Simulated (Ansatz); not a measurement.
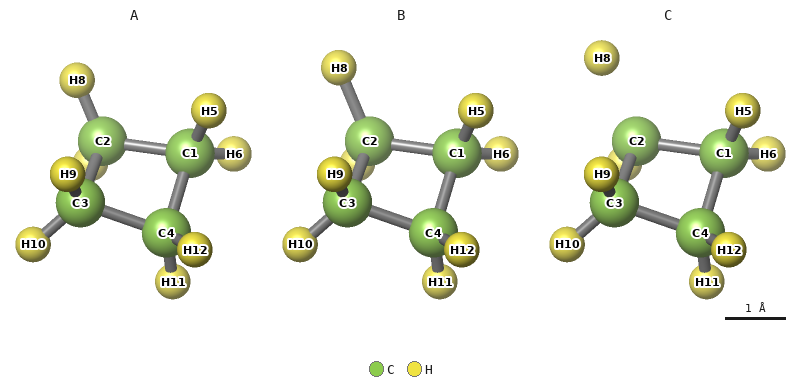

A scan of C4H8 along one coordinate. A ball-and-stick model, seen tilted, with a slight tilt.

Single-point energies from Ansatz with B3LYP-D4 in the def2-TZVPP basis, on geometries moved rigidly from the minimum at PBE0-D4/def2-TZVP. Energies are counted from the PBE0-D4/def2-TZVP minimum geometry at the same level.

Which coordinate changes from frame to frame?

One C–H bond length is varied, with the rest of the molecule carried along rigidly. In the frames the distance is 1.119 Å (A), 1.351 Å (B), 1.528 Å (C). Their energies are 1.3 kJ/mol, 66.8 kJ/mol, 140.0 kJ/mol.
